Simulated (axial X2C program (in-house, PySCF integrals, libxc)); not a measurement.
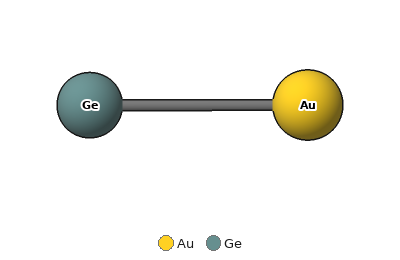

*The molecule at the reference distance of 2.295 Å.*

Relativistic diatomic calculation for AuGe⁺

- system: AuGe⁺, single determinant with Ω = 0.
- method: HF, two-component X2C with atomic mean-field Coulomb and Gaunt terms, Au dyall-cv3z, Ge dyall-cv3z (cores contracted) (axial X2C program (in-house, PySCF integrals, libxc))

### Outcome

- outcome: not converged in a step after the SCF shown
- hardware: 1 thread of AMD EPYC (Zen 3), 128 GiB of memory available, shared host
- wall time: 12 s
- peak memory: 0.97 GiB

### Diagnosis

The SCF whose log is shown converged, but a later step did not. The run therefore gave no full result. Hartree–Fock lacks correlation, so it usually binds too weakly.

### Input
```
{"zs": [79, 32], "q": 1, "bas": ["dyall-cv3z", "dyall-cv3z"], "levels": ["PBE0", "HF", "BHandHLYP"], "cc": true, "r0": 2.45, "thr": -1.0, "nmax": 90, "npts": 10, "nst": 2, "ntry": 6}
```

The line is the task of a batch: nuclear charges, charge, bases, the levels to run, a first guess of the distance and further settings. This report covers HF with spin-orbit coupling. The log is that of the reference distance 2.295 Å.

The run was one of a batch that the task file lists, launched with:
```bash
python <driver script> task.json out
```

### The program's output
```
two-component X2C + atomic mean field  HF
basis functions 286  fitting functions 1467  grid points 5801
iter        total energy     max residual
   1     -21107.597628643     1.11e+00
   2     -21107.654915839     1.90e-02
   3     -21107.657830100     1.25e-01
   4     -21107.660467362     2.54e-02
   5     -21107.660729623     4.60e-03
   6     -21107.660793060     6.60e-03
   7     -21107.660802029     7.07e-04
   8     -21107.660802889     2.98e-04
   9     -21107.660803203     3.47e-04
  10     -21107.660803390     9.78e-05
  11     -21107.660803491     7.78e-05
  12     -21107.660803517     5.87e-05
  13     -21107.660803524     1.27e-05
  14     -21107.660803525     5.89e-06
  15     -21107.660803525     4.31e-06
  16     -21107.660803525     6.47e-07
converged
one-electron -30110.25645473  Coulomb 8880.61399377  exact exchange -442.52304815  xc functional 0.00000000  nuclear repulsion 582.90195608  atomic mean-field constant -18.39725049
```

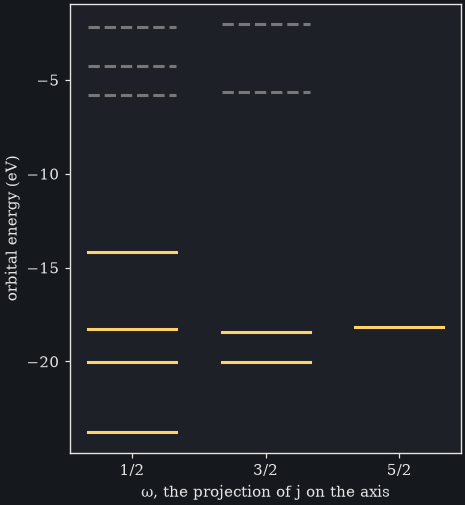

*Orbital energies near the frontier at 2.29 Å, filled (solid) and empty (dashed); the Kramers partners at −ω are degenerate and not drawn.*

The highest filled spinor (1/2; 58 % Ge p, 32 % Au s) lies at −14.18 eV, the lowest empty one (1/2; 75 % Ge p, 17 % Au p) at −5.82 eV.
